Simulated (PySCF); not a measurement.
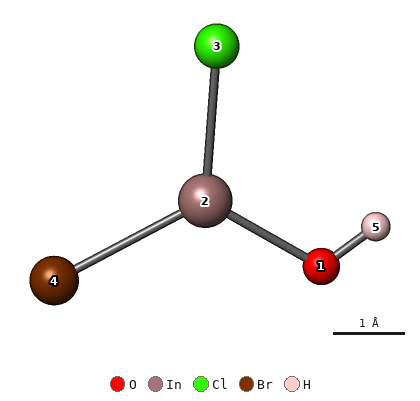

Figure 1. The structure as given in the input (ball-and-stick view, seen at a tilt; atoms are numbered from 1 in the order of the input). Sticks mark near contacts. Bond lengths as drawn: Br–In 2.43 Å, Cl–In 2.31 Å, H–O 0.96 Å and In–O 1.96 Å.

Single-point calculation of InHBrClO

The run: single-point calculation of InHBrClO, multiplicity 3, SMILES [OH][In]([Cl])[Br]. Method and program: HF/x2c-SVPall, UHF, sfX2C (PySCF 2.14.0).

The geometry is that of the parent species in another charge or spin state. The geometry comes from this level: PBE0-D4/def2-TZVP.

The input (job.py)
```python
from pyscf import gto, scf

mol = gto.M(
    atom='input.xyz',
    max_memory=1860,
    basis='x2c-svpall',
    charge=0,
    spin=2,
    verbose=3,
)

mf = scf.UHF(mol)
mf = mf.x2c()
mf.conv_tol = 1e-10
mf.kernel()
if not mf.converged:
    mf = mf.newton().run(mf.mo_coeff, mf.mo_occ)

etot = mf.e_tot
print('Final energy', etot)
```

File input.xyz
```
5

O     -0.257200     1.542400     0.012700
In    -0.101800    -0.408900    -0.122800
Cl     1.719700    -1.431600     0.864100
Br    -1.787800    -1.699000    -1.298800
H      0.477100     1.923400     0.503400
```

Run on 1 thread of Arm Neoverse V1, 24 GiB of memory available, shared host.

Run as:
```bash
OMP_NUM_THREADS=1 python job.py
```

The program's output
```
WARN: HOMO -0.0881412829462285 >= LUMO -0.411469488560668

WARN: HOMO -0.19571905434655 >= LUMO -0.206082916715261

converged SCF energy = -9017.8403350936  <S^2> = 2.0154555  2S+1 = 3.0102861
Final energy -9017.840335093597
```

Summary

| quantity | value |
| --- | --- |
| outcome | converged |
| total energy | −9017.840335 hartree |
| basis functions | 105 |
| ⟨S²⟩ | 2.015 |
| dipole moment | 4.77 D |
| wall time | 7.2 s |
| peak memory | 0.25 GiB |
